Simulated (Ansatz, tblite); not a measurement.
# Al(NH3)H3 (AlNH6): spin-state energies by level

Aim: set other spin states of Al(NH3)H3 (AlNH6) against its singlet, on many levels of theory.

Computed with Ansatz 0.2.0, Gaussian basis. Level: as each input shows.

The runs, in order: triplet, at the geometry of the singlet (GFN1-xTB, GFN2-xTB, PBE0-D4/def2-TZVP, PBE-D4/def2-TZVP, r2SCAN-D4/def2-TZVP); the singlet's energies come from earlier runs.

## 1. The structure

The singlet was relaxed beforehand with r2SCAN-D4/def2-TZVP.

8 atoms, charge 0, spin multiplicity 1.

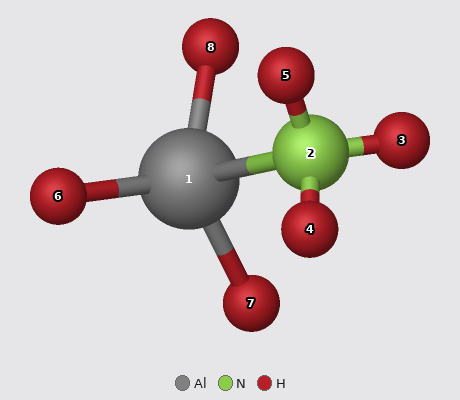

The geometry (aluminium grey, nitrogen green, hydrogen red); atoms are numbered from 1 in the order of the file.

## 2. Triplet at the fixed geometry, GFN1-xTB

Tight binding, by tblite at 300 K electronic temperature and without a spin-polarisation term:

```python
tblite.interface.Calculator('GFN1-xTB', numbers, positions, charge=0, uhf=2).singlepoint()
```

Energy -202.9884 eV; 0.015 s.

## 3. Triplet at the fixed geometry, GFN2-xTB

Tight binding, by tblite at 300 K electronic temperature and without a spin-polarisation term:

```python
tblite.interface.Calculator('GFN2-xTB', numbers, positions, charge=0, uhf=2).singlepoint()
```

Energy -185.4614 eV; 0.004 s.

## 4. Triplet at the fixed geometry, PBE0-D4/def2-TZVP

The input, in.yaml:

```yaml
crystal:
  periodic: [false, false, false]
  atoms:
    - {symbol: Al, position_ang: [-0.002602, 0.004063, -1.069536]}
    - {symbol: N, position_ang: [0.002335, -0.003825, 0.988765]}
    - {symbol: H, position_ang: [-0.943527, 0.022856, 1.359307]}
    - {symbol: H, position_ang: [0.500961, 0.800752, 1.358488]}
    - {symbol: H, position_ang: [0.452398, -0.839146, 1.352565]}
    - {symbol: H, position_ang: [1.577001, -0.030520, -1.333603]}
    - {symbol: H, position_ang: [-0.762406, 1.391401, -1.322647]}
    - {symbol: H, position_ang: [-0.824151, -1.345572, -1.333339]}
basis:
  gaussian: {orbitals: def2-TZVP}
magnetization: {spin_polarized: true, initial_magnetization: 2}
hamiltonian: {xc: pbe0, dispersion: d4}
scf: {omitted_lower_state_checks: [starts]}
output: {orbitals: {seedname: orbitals}}
```

On the command line:

```bash
$ ansatz run in.yaml --threads 4 --pin off --events-out ev --progress --plain --max-ram 3916MiB
```

Standard output:

```text
Functional definition: PBE0
  name "PBE0"
  cite "Adamo & Barone, J. Chem. Phys. 110, 6158 (1999) doi:10.1063/1.478522"
  cite "Perdew, Burke & Ernzerhof, Phys. Rev. Lett. 77, 3865 (1996) doi:10.1103/PhysRevLett.77.3865"
  parent pbe
  parameter a = 0.25
  parameter kappa = 0.804
  parameter beta = 0.06672455060314922
  exchange = (1 - a)*pbe_x(kappa = kappa, mu = beta*pi^2/3) + a*exact_x
  correlation = pbe_c(beta = beta)
these checks for a lower state are left out or cut short: starts
698 factors; their error is unknown
mean field evaluation 1: about -8169.1532 eV, gradient 3.8e1 eV
mean field evaluation 2: about -8151.5638 eV, gradient 6.3e1 eV
mean field evaluation 4: about -8174.8115 eV, gradient 3.2e0 eV
mean field evaluation 8: about -8174.8864 eV, gradient 1.4e-1 eV
mean field evaluation 16: about -8174.8962 eV, gradient 3.2e-3 eV
mean field -8174.89620871 eV, -300.4218945263 hartree, gradient 4.2e-6 eV, S^2 2.008495; 0 other end points of the search recorded, 0 dependent functions left out
reference -8174.89624713 eV, -300.4218959382 hartree; 14, 12 occupied and 90, 92 virtual orbitals, 698 factors
Total energy: -8174.97428064 eV, -300.4247636168 hartree
Checks for a lower state left out: starts
```

Run time: 2.3 s. Hardware: 4 threads of Arm Neoverse V1, shared host.

Report: HOMO -2.22 eV, LUMO -6.66 eV (over both spins; with the spin held, an empty level of the minority spin lies below the top filled one); ⟨S²⟩ 2.008 (pure: 2.00).

## 5. Triplet at the fixed geometry, PBE-D4/def2-TZVP

start.molden holds the orbitals of an earlier run on this state, given as this run's starting guess.

Changes to in.yaml since step 4:

```diff
@@ -12,5 +12,5 @@
 basis:
-  gaussian: {orbitals: def2-TZVP}
+  gaussian: {orbitals: def2-TZVP, initial_orbitals: start.molden}
 magnetization: {spin_polarized: true, initial_magnetization: 2}
-hamiltonian: {xc: pbe0, dispersion: d4}
+hamiltonian: {xc: pbe, dispersion: d4}
 scf: {omitted_lower_state_checks: [starts]}
```

The command is unchanged.

Standard output:

```text
Functional definition: PBE
  name "PBE"
  cite "Perdew, Burke & Ernzerhof, Phys. Rev. Lett. 77, 3865 (1996) doi:10.1103/PhysRevLett.77.3865"
  parent pbe
  parameter kappa = 0.804
  parameter beta = 0.06672455060314922
  exchange = pbe_x(kappa = kappa, mu = beta*pi^2/3)
  correlation = pbe_c(beta = beta)
these checks for a lower state are left out or cut short: starts
678 factors; their error is unknown
mean field evaluation 1: about -8174.3101 eV, gradient 5.5e0 eV
mean field evaluation 2: about -8174.3874 eV, gradient 1.5e-1 eV
mean field evaluation 4: about -8174.3755 eV, gradient 1.9e-2 eV
mean field evaluation 8: about -8174.3755 eV, gradient 1.2e-5 eV
mean field -8174.37551422 eV, -300.4027593569 hartree, gradient 1.2e-5 eV, S^2 2.004086; 0 other end points of the search recorded, 0 dependent functions left out
reference -8174.37556563 eV, -300.4027612462 hartree; 14, 12 occupied and 90, 92 virtual orbitals, 678 factors
Total energy: -8174.46940481 eV, -300.4062097725 hartree
Checks for a lower state left out: starts
```

It took 1 s on 4 threads of Arm Neoverse V1, shared host.

Report: HOMO -1.76 eV, LUMO -7.43 eV (over both spins; with the spin held, an empty level of the minority spin lies below the top filled one); ⟨S²⟩ 2.004 (pure: 2.00).

## 6. Triplet at the fixed geometry, r2SCAN-D4/def2-TZVP

Changes to in.yaml since step 5:

```diff
@@ -14,3 +14,3 @@
 magnetization: {spin_polarized: true, initial_magnetization: 2}
-hamiltonian: {xc: pbe, dispersion: d4}
+hamiltonian: {xc: r2scan, dispersion: d4}
 scf: {omitted_lower_state_checks: [starts]}
```

Launched as before.

Standard output:

```text
Functional definition: r2SCAN
  name "r2SCAN"
  cite "Furness, Kaplan, Ning, Perdew & Sun, J. Phys. Chem. Lett. 11, 8208 (2020) doi:10.1021/acs.jpclett.0c02405"
  cite "Furness, Kaplan, Ning, Perdew & Sun, J. Phys. Chem. Lett. 11, 9248 (2020) doi:10.1021/acs.jpclett.0c03077"
  parent r2scan
  parameter k0 = 0.174
  parameter k1 = 0.065
  parameter a1 = 4.9479
  exchange = r2scan_x(k0 = k0, k1 = k1, a1 = a1)
  correlation = r2scan_c
these checks for a lower state are left out or cut short: starts
678 factors; their error is unknown
mean field evaluation 1: about -8178.3906 eV, gradient 3.3e0 eV
mean field evaluation 2: about -8178.4249 eV, gradient 6.3e-2 eV
mean field evaluation 4: about -8178.4110 eV, gradient 2.0e-3 eV
mean field evaluation 8: about -8178.4110 eV, gradient 4.0e-5 eV
mean field -8178.41097418 eV, -300.5510597752 hartree, gradient 7.9e-6 eV, S^2 2.011026; 0 other end points of the search recorded, 0 dependent functions left out
reference -8178.41099269 eV, -300.5510604552 hartree; 14, 12 occupied and 90, 92 virtual orbitals, 678 factors
Total energy: -8178.43319830 eV, -300.5518764964 hartree
Checks for a lower state left out: starts
```

Run time: 2.5 s. Hardware: 4 threads of Arm Neoverse V1, shared host.

From the report: HOMO -1.86 eV, LUMO -7.36 eV (over both spins; with the spin held, an empty level of the minority spin lies below the top filled one); ⟨S²⟩ 2.011 (pure: 2.00).

## 7. Triplet less singlet, vertical

The singlet's energies are those of its earlier runs, whose logs aren't repeated here.

```tsv
level	triplet less singlet, vertical (kcal/mol)	time
GFN1-xTB	+183.4	0.018 s
GFN2-xTB	+152.5	0.006 s
PBE-D4/def2-TZVP	+127.2	1.6 s
r2SCAN-D4/def2-TZVP	+133.4	3.7 s
PBE0-D4/def2-TZVP	+137.3	3 s
```

Times add the two runs; a level without a time comes out of a correlated run. Tight binding without a spin term can't rank spin states.

## 8. What came out

| quantity | value |
| --- | --- |
| triplet less singlet, vertical, functionals in def2-TZVP | +127.2 (PBE-D4) to +137.3 kcal/mol (PBE0-D4) |

**Reading.** All functionals put the triplet above the singlet, over a spread of 10.1 kcal/mol. The checks for a lower triplet were left out, so another state of that spin may lie lower. These are electronic energies, without zero-point motion, entropy or surroundings.
